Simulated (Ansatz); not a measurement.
Nudged elastic band of CH7AsSSi

- system: CH7AsSSi, SMILES [SiH3][AsH]CS
- method: RKS r2SCAN/def2-SVP (Ansatz 0.2.0)

One setting was made poor on purpose. It belongs to a series of runs on one base structure; here: band between the two ends. Figures and captions count atoms from 1; the log counts them from 0 in places.

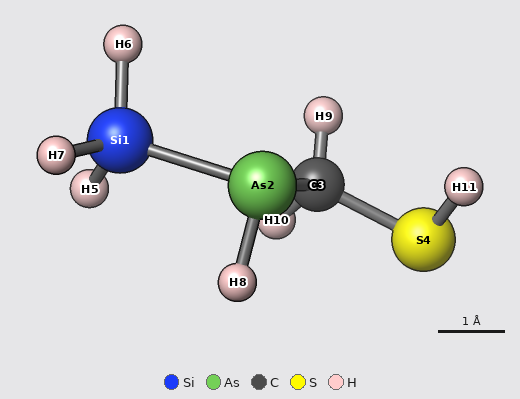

Figure 1. The input geometry (ball-and-stick view, seen at a tilt; atoms are numbered from 1 in the order of the input). Bond lengths as drawn: As–C 2.00 Å, As–H 1.52 Å, As–Si 2.38 Å, C–H 1.10 Å, C–S 1.82 Å, H–S 1.35 Å and H–Si 1.49 to 1.50 Å.

### Input
```yaml
crystal:
  periodic: [false, false, false]
  atoms:
    - { symbol: Si, position_ang: [-0.680883, 1.900807, 0.015125] }
    - { symbol: As, position_ang: [-0.408922, -0.200266, 1.093129] }
    - { symbol: C, position_ang: [0.722396, -1.03664, -0.331105] }
    - { symbol: S, position_ang: [0.8876, -2.837733, -0.127195] }
    - { symbol: H, position_ang: [-1.00973, 1.758011, -1.437694] }
    - { symbol: H, position_ang: [0.59609, 2.667931, 0.140258] }
    - { symbol: H, position_ang: [-1.770835, 2.666091, 0.692044] }
    - { symbol: H, position_ang: [-1.726297, -0.72942, 0.537883] }
    - { symbol: H, position_ang: [1.709421, -0.547651, -0.328151] }
    - { symbol: H, position_ang: [0.276625, -0.894125, -1.326522] }
    - { symbol: H, position_ang: [1.469934, -2.804104, 1.092928] }
basis:
  gaussian: { orbitals: def2-SVP }
hamiltonian:
  xc: r2scan
neb:
  order_check: false
  images: 1
  f_tol: 0.03
  max_iterations: 60
  initial_path: idpp
  climbing: false
  final_atoms:
    - { symbol: Si, position_ang: [-0.83967085, 1.54334143, -0.26381503] }
    - { symbol: As, position_ang: [-0.02633378, 0.14764159, 1.4855351] }
    - { symbol: C, position_ang: [1.21299903, -0.95688476, 0.37309047] }
    - { symbol: S, position_ang: [0.75021165, -1.38323595, -1.33421194] }
    - { symbol: H, position_ang: [-1.73081926, 0.86266764, -1.2462915] }
    - { symbol: H, position_ang: [0.33567904, 2.14669424, -0.95858134] }
    - { symbol: H, position_ang: [-1.61561465, 2.63635896, 0.40005536] }
    - { symbol: H, position_ang: [-1.20343581, -0.81973677, 1.37025224] }
    - { symbol: H, position_ang: [1.45633865, -1.86262315, 0.95115582] }
    - { symbol: H, position_ang: [2.14439059, -0.37630381, 0.27875964] }
    - { symbol: H, position_ang: [-0.41834561, -1.99501842, -1.03524884] }
```

Command:
```bash
ansatz run input.yaml --threads 2 --pin off --max-ram 3072MiB --backend cpu --events-out ev --progress --plain --runs-dir out
```

### Output
```
Engine: ansatz 0.2.0, aarch64-unknown-linux-gnu
Functional definition: r2SCAN
  parameter k0 = 0.174
  parameter k1 = 0.065
  parameter a1 = 4.9479
  exchange = r2scan_x(k0 = k0, k1 = k1, a1 = a1)
  correlation = r2scan_c
1328 factors; their error is unknown
mean field evaluation 1: about -80685.2425 eV, gradient 3.8e1 eV
mean field evaluation 2: about -80678.9235 eV, gradient 5.9e1 eV
mean field evaluation 4: about -80688.9152 eV, gradient 1.6e0 eV
mean field evaluation 8: about -80688.9229 eV, gradient 2.3e-2 eV
mean field evaluation 16: about -80688.8276 eV, gradient 6.6e-5 eV
mean field -80688.82762775 eV, -2965.2597224682 hartree, gradient 6.6e-5 eV, S^2 0.000000; 0 other end points of the search recorded, 0 dependent functions left out
the calculation of the forces begins
reference -80688.82763820 eV, -2965.2597228519 hartree; 38, 38 occupied and 79, 79 virtual orbitals, 1328 factors
1328 factors; their error is unknown
mean field evaluation 32: about -80688.8709 eV, gradient 2.8e-4 eV
mean field -80688.87088634 eV, -2965.2613121921 hartree, gradient 1.2e-5 eV, S^2 0.000000; 0 other end points of the search recorded, 0 dependent functions left out
the calculation of the forces begins
reference -80688.87089647 eV, -2965.2613125643 hartree; 38, 38 occupied and 79, 79 virtual orbitals, 1328 factors
NEB end point (image 0): max|allowed force component| = 9.097e-3 eV/Å (the criterion of neb.relax_end_points is 1.000e-2)
NEB end point (image 2): max|allowed force component| = 1.217e-2 eV/Å (the criterion of neb.relax_end_points is 1.000e-2)
1328 factors; their error is unknown
mean field -80688.45946446 eV, -2965.2461927166 hartree, gradient 1.1e-5 eV, S^2 0.000000; 0 other end points of the search recorded, 0 dependent functions left out
the calculation of the forces begins
reference -80688.45947493 eV, -2965.2461931014 hartree; 38, 38 occupied and 79, 79 virtual orbitals, 1328 factors
NEB iter   1: max|band force component| = 1.156e0 eV/Å  barrier→ = 0.3682 eV  barrier← = 0.4114 eV  Δτ_max = 0.1956 Å  (84 SCF iters)
these checks for a lower state are left out or cut short: starts, cluster_reference, orbital_swaps, neighbouring_geometries, increment
1328 factors; their error is unknown
mean field -80688.64641828 eV, -2965.2530631428 hartree, gradient 9.8e-6 eV, S^2 0.000000; 0 other end points of the search recorded, 0 dependent functions left out
the calculation of the forces begins
reference -80688.64642865 eV, -2965.2530635241 hartree; 38, 38 occupied and 79, 79 virtual orbitals, 1328 factors
NEB iter   2: max|band force component| = 7.437e-1 eV/Å  barrier→ = 0.1812 eV  barrier← = 0.2245 eV  Δτ_max = 0.1131 Å  (35 SCF iters)
these checks for a lower state are left out or cut short: starts, cluster_reference, orbital_swaps, neighbouring_geometries, increment
1328 factors; their error is unknown
mean field evaluation 64: about -80688.7236 eV, gradient 1.4e-1 eV
mean field -80688.72361200 eV, -2965.2558999598 hartree, gradient 1.3e-5 eV, S^2 0.000000; 0 other end points of the search recorded, 0 dependent functions left out
the calculation of the forces begins
reference -80688.72362230 eV, -2965.2559003385 hartree; 38, 38 occupied and 79, 79 virtual orbitals, 1328 factors
NEB iter   3: max|band force component| = 4.884e-1 eV/Å  barrier→ = 0.1040 eV  barrier← = 0.1473 eV  Δτ_max = 0.0324 Å  (29 SCF iters)
these checks for a lower state are left out or cut short: starts, cluster_reference, orbital_swaps, neighbouring_geometries, increment
1328 factors; their error is unknown
mean field -80688.73317868 eV, -2965.2562515288 hartree, gradient 1.1e-5 eV, S^2 0.000000; 0 other end points of the search recorded, 0 dependent functions left out
the calculation of the forces begins
reference -80688.73318897 eV, -2965.2562519068 hartree; 38, 38 occupied and 79, 79 virtual orbitals, 1328 factors
NEB iter   4: max|band force component| = 1.538e-1 eV/Å  barrier→ = 0.0944 eV  barrier← = 0.1377 eV  Δτ_max = 0.0164 Å  (30 SCF iters)
these checks for a lower state are left out or cut short: starts, cluster_reference, orbital_swaps, neighbouring_geometries, increment
1328 factors; their error is unknown
mean field -80688.73560844 eV, -2965.2563408208 hartree, gradient 1.1e-5 eV, S^2 0.000000; 0 other end points of the search recorded, 0 dependent functions left out
the calculation of the forces begins
reference -80688.73561872 eV, -2965.2563411987 hartree; 38, 38 occupied and 79, 79 virtual orbitals, 1328 factors
1328 factors; their error is unknown
mean field evaluation 96: about -80688.7356 eV, gradient 4.0e-3 eV
mean field -80688.73560844 eV, -2965.2563408208 hartree, gradient 1.1e-5 eV, S^2 0.000000; 1 other end points of the search recorded, 0 dependent functions left out
the calculation of the forces begins
reference -80688.73561872 eV, -2965.2563411987 hartree; 38, 38 occupied and 79, 79 virtual orbitals, 1328 factors
NEB iter   5: max|band force component| = 2.538e-2 eV/Å  barrier→ = 0.0920 eV  barrier← = 0.1353 eV  Δτ_max = 0.0000 Å  (59 SCF iters)
```

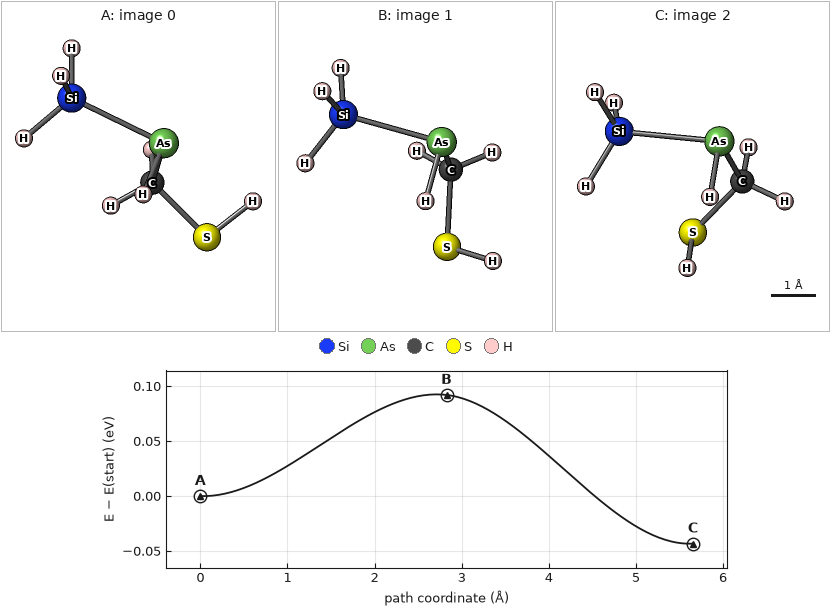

Figure 2. Images of the last band (counted from 0; ball-and-stick, seen at a tilt) above the energy along the path; the line is a cubic interpolation that uses the forces. The highest image is number 1, 0.092 eV above the start and 0.135 eV above the end; the end lies 0.043 eV below the start. The path is 5.65 Å long. The band converged in 5 iterations.

```
Total energy: -80688.73561872 eV, -2965.2563411987 hartree
Atom 0 at    -0.993435     1.689773    -0.138591 Å, force    -0.006418    -0.015128    -0.009035 eV/Å
Atom 1 at    -0.109906     0.046244     1.324959 Å, force     0.017007     0.026726     0.012074 eV/Å
Atom 2 at     1.173242    -0.762092    -0.009930 Å, force    -0.008796    -0.010230     0.009030 eV/Å
Atom 3 at     0.662442    -2.298715    -0.826729 Å, force    -0.013612    -0.015731    -0.005448 eV/Å
Atom 4 at    -1.592792     1.103321    -1.376130 Å, force     0.014586    -0.005272    -0.005982 eV/Å
Atom 5 at     0.141201     2.579497    -0.534038 Å, force     0.000311     0.013805     0.011941 eV/Å
Atom 6 at    -2.022820     2.503659     0.573980 Å, force    -0.013198    -0.006520    -0.003928 eV/Å
Atom 7 at    -1.247452    -0.917851     1.013481 Å, force    -0.011354     0.007724     0.015217 eV/Å
Atom 8 at     2.126048    -0.911792     0.519352 Å, force     0.020344     0.009269    -0.001163 eV/Å
Atom 9 at     1.366387    -0.049450    -0.825797 Å, force     0.009660     0.010510    -0.005096 eV/Å
Atom 10 at     0.562483    -3.039693     0.300142 Å, force    -0.008531    -0.015153    -0.017609 eV/Å
Dipole moment:     0.083024     0.013689     0.101455 e Å
this run last wrote the band of iteration 5 to [file]
```

### The last band as extended XYZ (Å, eV, eV/Å)
```
11
Properties=species:S:1:pos:R:3:forces:R:3 image=0 energy=-80688.82763
Si   -0.6809    1.9008    0.0151    0.0002   0.0053  -0.0031
As   -0.4089   -0.2003    1.0931    0.0043  -0.0032   0.0016
C     0.7224   -1.0366   -0.3311   -0.0052   0.0091   0.0081
S     0.8876   -2.8377   -0.1272   -0.0003   0.0030  -0.0047
H    -1.0097    1.7580   -1.4377    0.0029   0.0011  -0.0005
H     0.5961    2.6679    0.1403   -0.0047  -0.0029  -0.0010
H    -1.7708    2.6661    0.6920    0.0033  -0.0045   0.0005
H    -1.7263   -0.7294    0.5379   -0.0007   0.0002   0.0004
H     1.7094   -0.5477   -0.3282   -0.0061  -0.0043  -0.0017
H     0.2766   -0.8941   -1.3265    0.0056  -0.0047   0.0004
H     1.4699   -2.8041    1.0929    0.0006   0.0009   0.0001
11
Properties=species:S:1:pos:R:3:forces:R:3 image=1 energy=-80688.73561
Si   -0.9934    1.6898   -0.1386   -0.0064  -0.0151  -0.0090
As   -0.1099    0.0462    1.3250    0.0170   0.0267   0.0121
C     1.1732   -0.7621   -0.0099   -0.0088  -0.0102   0.0090
S     0.6624   -2.2987   -0.8267   -0.0136  -0.0157  -0.0054
H    -1.5928    1.1033   -1.3761    0.0146  -0.0053  -0.0060
H     0.1412    2.5795   -0.5340    0.0003   0.0138   0.0119
H    -2.0228    2.5037    0.5740   -0.0132  -0.0065  -0.0039
H    -1.2475   -0.9179    1.0135   -0.0114   0.0077   0.0152
H     2.1260   -0.9118    0.5194    0.0203   0.0093  -0.0012
H     1.3664   -0.0495   -0.8258    0.0097   0.0105  -0.0051
H     0.5625   -3.0397    0.3001   -0.0085  -0.0152  -0.0176
11
Properties=species:S:1:pos:R:3:forces:R:3 image=2 energy=-80688.87089
Si   -1.0626    1.4090   -0.2022   -0.0033  -0.0011  -0.0015
As   -0.0995    0.0378    1.4894    0.0015  -0.0122  -0.0036
C     1.3342   -0.7827    0.3647   -0.0031   0.0032   0.0017
S     1.0013   -1.1561   -1.3847    0.0020  -0.0010  -0.0003
H    -1.8027    0.6688   -1.2638    0.0000   0.0034  -0.0003
H     0.0261    2.2331   -0.8054    0.0006   0.0019   0.0004
H    -2.0221    2.3207    0.4947    0.0006  -0.0007   0.0000
H    -1.1058   -1.0892    1.2618    0.0066   0.0066   0.0009
H     1.6971   -1.6779    0.8945   -0.0025   0.0036   0.0001
H     2.1657   -0.0604    0.3482   -0.0020  -0.0016   0.0004
H    -0.0662   -1.9600   -1.1765   -0.0004  -0.0021   0.0023
```

### Key numbers

- outcome: converged
- barrier, forward: 0.092 eV
- barrier, backward: 0.135 eV
- hardware: 2 threads of Arm Neoverse V2, 24 GiB of memory available, shared host
- wall time: 32 s (CPU time 63 s)
- peak memory: 0.18 GiB

### Notes

A deliberately poor setting: few images. The order of the saddle point was not checked.
